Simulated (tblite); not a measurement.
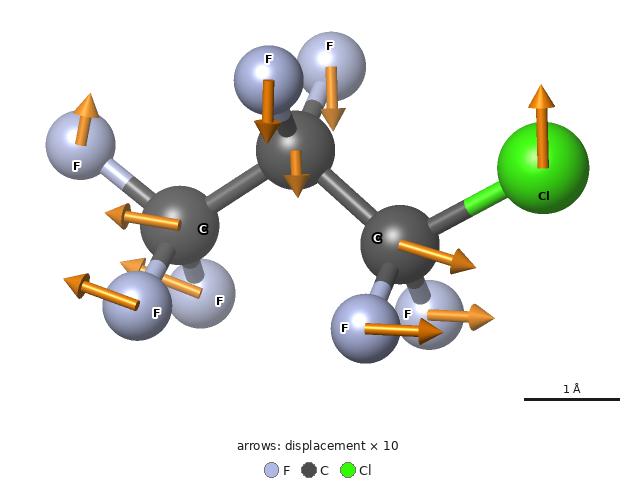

This is a relaxation of C$_{3}$ClF$_{7}$. The starting structure is drawn; orange arrows show the displacements, magnified 10 times. The two geometries are superimposed by the best rigid fit.

The picture is a ball-and-stick view, seen at a tilt.

Computed with GFN2-xTB geometry optimisation, gas phase in tblite 0.8.0. 

Q: Describe the change and its energy.

A: Over 22 geometry steps the energy falls by 17.1 kJ/mol. An F atom moves most after the best rigid fit: 0.093 Å. Largest moves by element: F 0.093 Å, Cl 0.089 Å, C 0.087 Å. Near-neighbour distances that change, for instance: C–F 1.373 → 1.327 Å, C–C 1.509 → 1.555 Å, C–F 1.361 → 1.337 Å, C–Cl 1.792 → 1.775 Å. Bond angles that change, for instance: C–C–C 107.3° → 113.6°, F–C–Cl 107.2° → 109.9°, C–C–F 110.7° → 108.4°.
